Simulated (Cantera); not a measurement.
Feed: 1 mol SiO2, 8.3 mol H2, 0.0015 mol Cl2, at 0.730 bar.

Equilibrium computed with Cantera from the NASA thermochemical tables; the gas is ideal and each condensed phase is pure. Candidate condensed phases: H2O, Si, SiO2; 30 gas species. The tables hold silica as quartz up to 1696 K and as liquid above; real silica turns to tridymite and cristobalite and melts near 1996 K. Kinetics and transport are ignored.

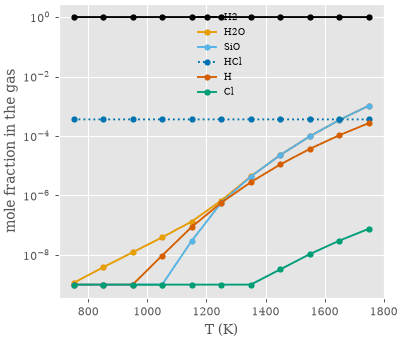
Fig. 1. Equilibrium gas composition (values under 1e-9 drawn at 1e-9)

At 750 K the condensed part is SiO2(α-quartz). From 850 K to 1650 K the condensed part is SiO2(β-quartz). At 1750 K the condensed part is SiO2(condensed).
